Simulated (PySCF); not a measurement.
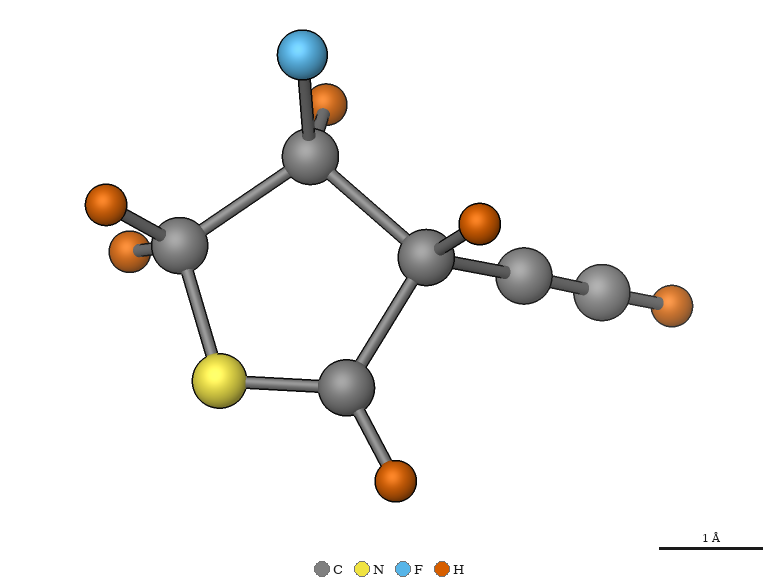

The picture shows a molecular structure as a ball-and-stick model.

Computed geometry: GFN2-xTB optimisation. No frequency run is at hand to confirm it as a minimum.

Question: What is the molecular formula?

Answer: C₆H₆FN, 14 atoms: 6 carbon, 6 hydrogen, 1 fluorine and 1 nitrogen.

Question: Name some functional groups or characteristic bonds that it holds.

Answer: Among them: alkyne, imine, C–F bond.

The parts below concern this one geometry. Atoms keep their numbers from picture to picture.

Symmetry

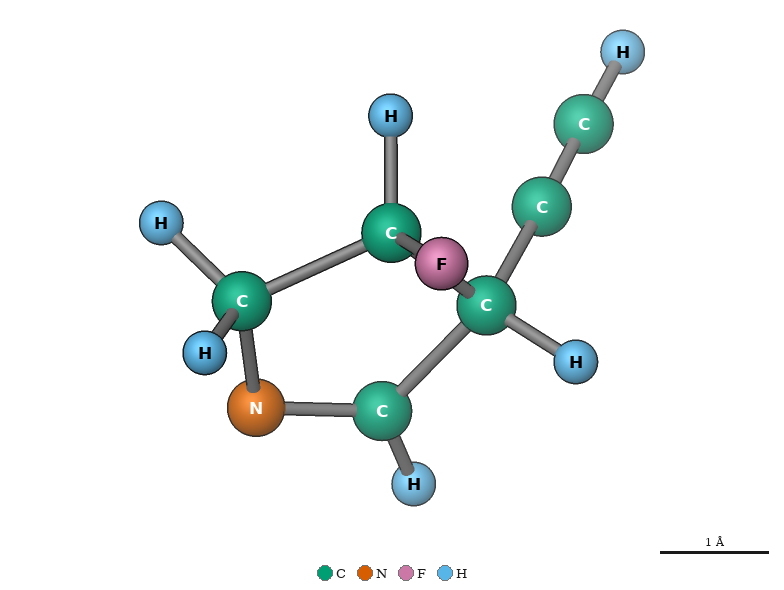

Atoms fade into the background with distance from the viewer. No frequency run is at hand to confirm it as a minimum. Masses are those of the most abundant isotopes; constants are for the rigid equilibrium geometry.

Question: What kind of rotor is it, and what are its rotational constants in MHz?

Answer: An asymmetric top (C1): A = 3168, B = 1814, C = 1345 MHz. Ray's parameter κ is −0.49, nearer the prolate limit.

Charges

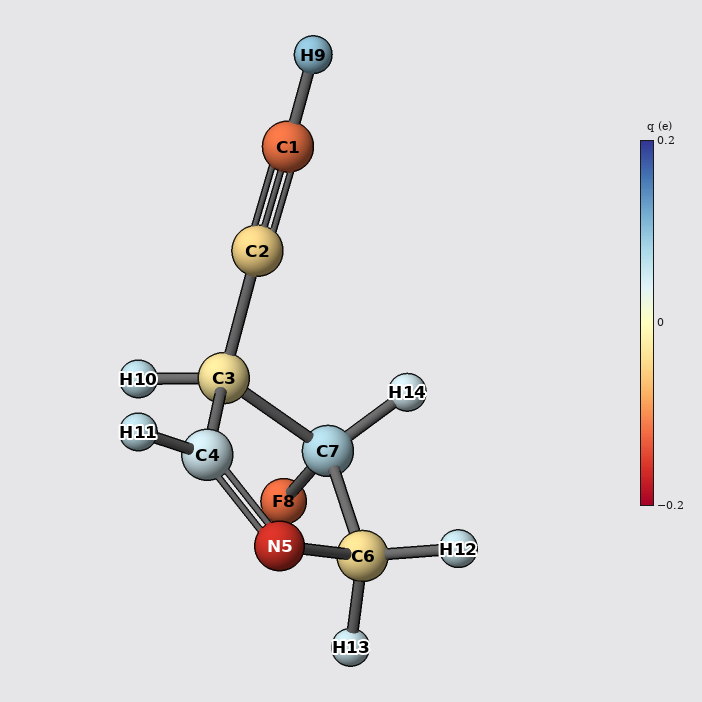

Atoms are coloured by their Hirshfeld charges. No frequency run is at hand to confirm it as a minimum. Properties computed with PBE0/pcSseg-1, gas phase (PySCF 2.14.0).

List the Hirshfeld charges.

```json
{"atom": "C1", "value (e)": "−0.11"}
{"atom": "C2", "value (e)": "−0.04"}
{"atom": "C3", "value (e)": "−0.03"}
{"atom": "C4", "value (e)": "0.05"}
{"atom": "N5", "value (e)": "−0.16"}
{"atom": "C6", "value (e)": "−0.04"}
{"atom": "C7", "value (e)": "0.07"}
{"atom": "F8", "value (e)": "−0.12"}
{"atom": "H9", "value (e)": "0.09"}
{"atom": "H10", "value (e)": "0.06"}
{"atom": "H11", "value (e)": "0.06"}
{"atom": "H12", "value (e)": "0.05"}
{"atom": "H13", "value (e)": "0.05"}
{"atom": "H14", "value (e)": "0.05"}
```

Excitation

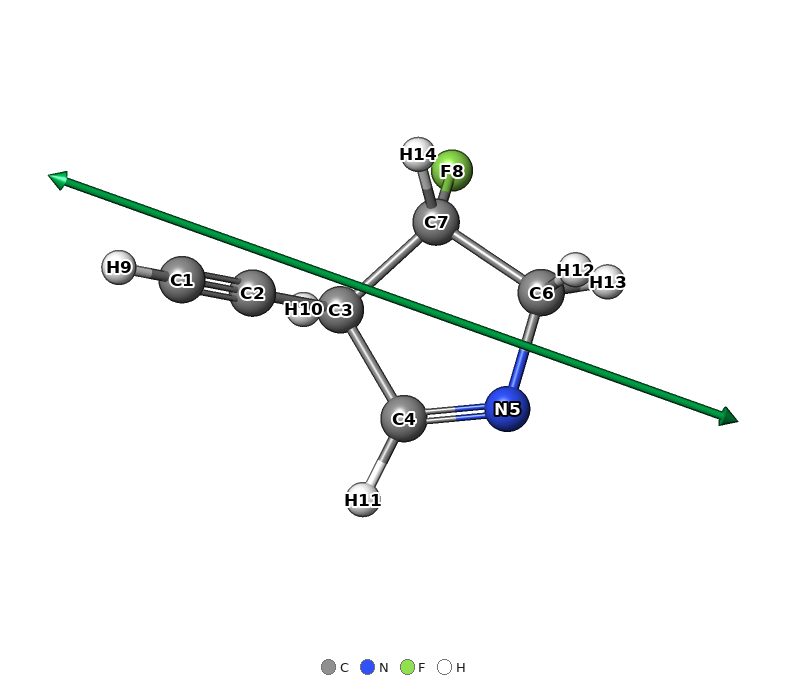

The double arrow shows the direction of the transition dipole to excited singlet state 4 (its length means nothing). No frequency run is at hand to confirm it as a minimum. Method: TDDFT PBE0/def2-SVPD, vertical, gas phase, core orbitals frozen in the response (PySCF 2.14.0).

Question: Give its energy, strength and character.

Answer: 6.72 eV (185 nm), oscillator strength 0.029, mainly HOMO−2 → LUMO (weight 0.59); transition dipole 1.06 D.

NMR shielding

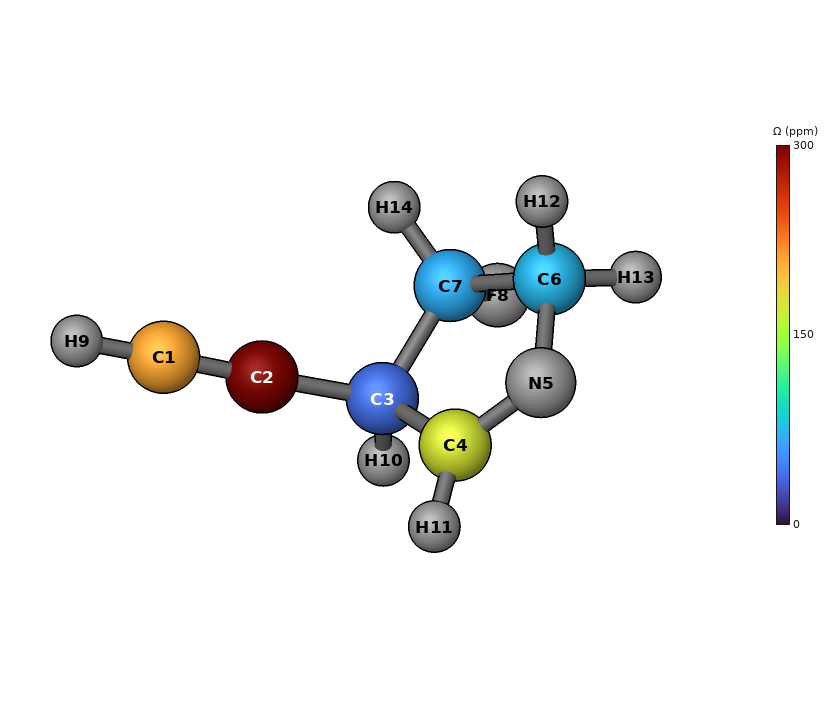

The C atoms are coloured by the span of their shielding tensor. No frequency run is at hand to confirm it as a minimum. Properties computed with GIAO PBE0/pcSseg-1 NMR shielding, non-relativistic, gas phase (PySCF 2.14.0). Principal shieldings σ11 ≤ σ22 ≤ σ33, span Ω = σ33 − σ11, skew κ = 3(σiso − σ22)/Ω.

Question: Which C atom has the most anisotropic shielding?

Answer: C2, with a span of 297 ppm.

Give the shielding tensors of the C atoms.

| atom | σ11 | σ22 | σ33 | σiso | Ω | κ |
| --- | --- | --- | --- | --- | --- | --- |
| C1 | 36.9 | 39.8 | 244.5 | 107.1 | 207.6 | 0.97 |
| C2 | 0.2 | 11.5 | 296.8 | 102.8 | 296.6 | 0.92 |
| C3 | 115.4 | 134.1 | 157.6 | 135.7 | 42.1 | 0.11 |
| C4 | −78.7 | 47.9 | 94.9 | 21.4 | 173.7 | −0.46 |
| C6 | 75.6 | 113.1 | 149.6 | 112.8 | 74.1 | −0.01 |
| C7 | 51.4 | 77.8 | 121.6 | 83.6 | 70.3 | 0.25 |

Shieldings and span in ppm.
